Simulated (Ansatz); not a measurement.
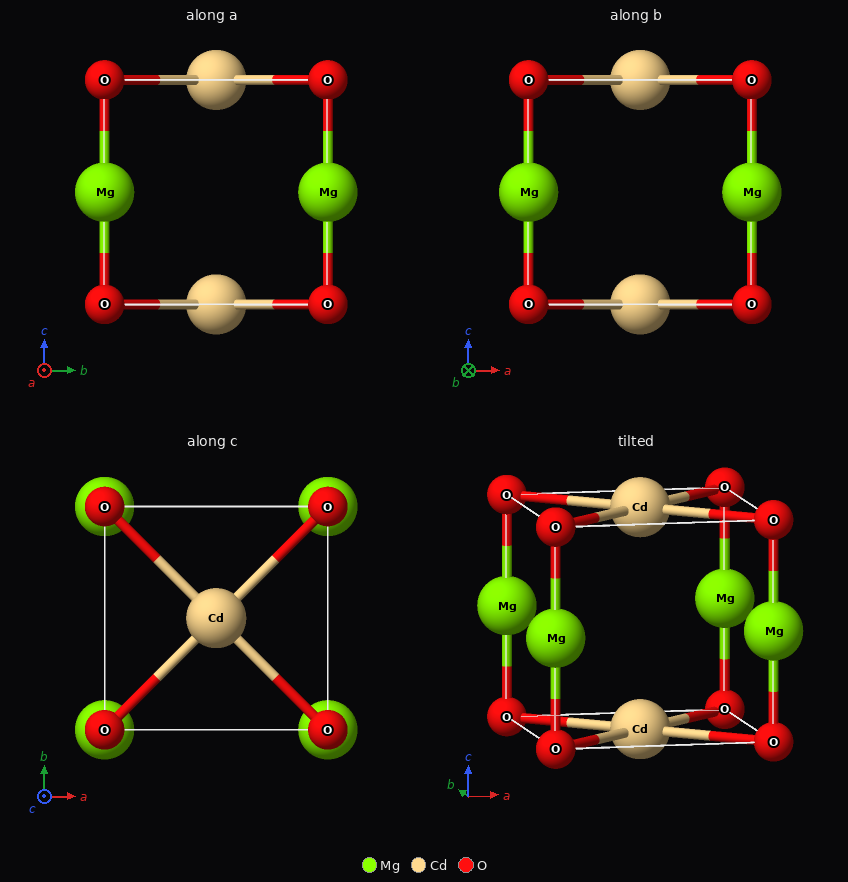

The image is a ball-and-stick drawing of a crystal, viewed along the a axis, along the b axis, along the c axis and slightly off an axis. The conventional unit cell is drawn as a box.

Lattice parameters: a = 3.7516 Å, b = 3.7516 Å, c = 3.7714 Å, α = 90.000°, β = 90.000°, γ = 90.000°.

Question: Give the structure in the form of a CIF in P1 with every atom of the cell.

Answer:
```cif
data_structure
_symmetry_space_group_name_H-M 'P 1'
_symmetry_Int_Tables_number 1
_cell_length_a 3.7516
_cell_length_b 3.7516
_cell_length_c 3.7714
_cell_angle_alpha 90.000
_cell_angle_beta 90.000
_cell_angle_gamma 90.000
_cell_volume 53.08
loop_
_atom_site_label
_atom_site_type_symbol
_atom_site_fract_x
_atom_site_fract_y
_atom_site_fract_z
_atom_site_occupancy
Mg1 Mg 0.0000 0.0000 0.5000 1
Cd1 Cd 0.5000 0.5000 0.0000 1
O1 O 0.0000 0.0000 0.0000 1
```

The cell started as a random cell made by a generator, so it need not be a real form of the compound. Earlier steps of the study may have refined or changed the cell and positions. It was run through Ansatz as a DFT input.
